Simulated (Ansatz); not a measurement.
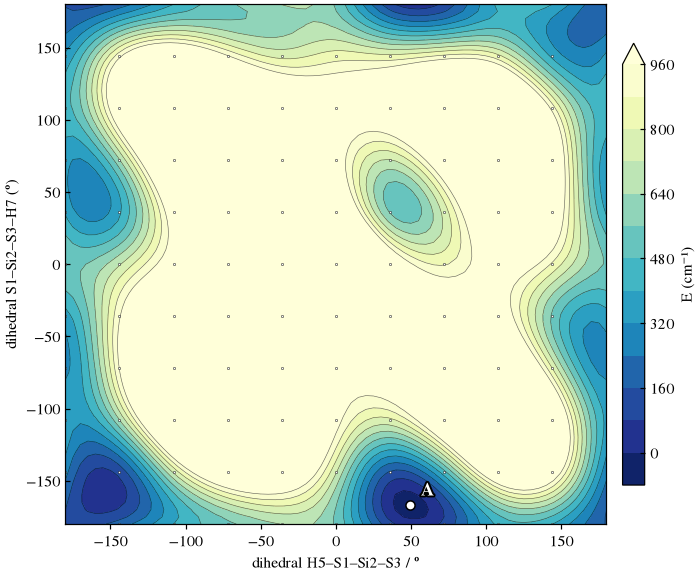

ClH3S2Si, SMILES S[SiH](S)Cl. The first coordinate is: dihedral H5–S1–Si2–S3; the second: dihedral S1–Si2–S3–H7. Nothing is relaxed (all other coordinates rigid). The scan uses a 10 × 10 grid. Points are written as (first, second). Energies are in cm⁻¹, from the relaxed molecule at the same level. All numbers below come from RKS PBE-D4/def2-TZVP in Ansatz 0.2.0.

The picture shows filled contours, dots at the grid points, one colour for all values above the top of the scale, the well A. Between grid points the surface is interpolated.

Q: Estimate the position of the minimum and the force constants in these coordinates. Take the well at A.

A: The interpolated minimum is at dihedral H5–S1–Si2–S3 ≈ 50°, dihedral S1–Si2–S3–H7 ≈ −167°. The curvatures there are about 0.26 eV/rad² and 0.35 eV/rad², with a cross term of about 0.075 eV/rad². Round the minimum the valley is somewhat tilted: raising dihedral H5–S1–Si2–S3 shifts the best value of dihedral S1–Si2–S3–H7 downwards (coupling k₁₂/√(k₁₁k₂₂) about 0.2). (1 eV is 8066 cm⁻¹.)
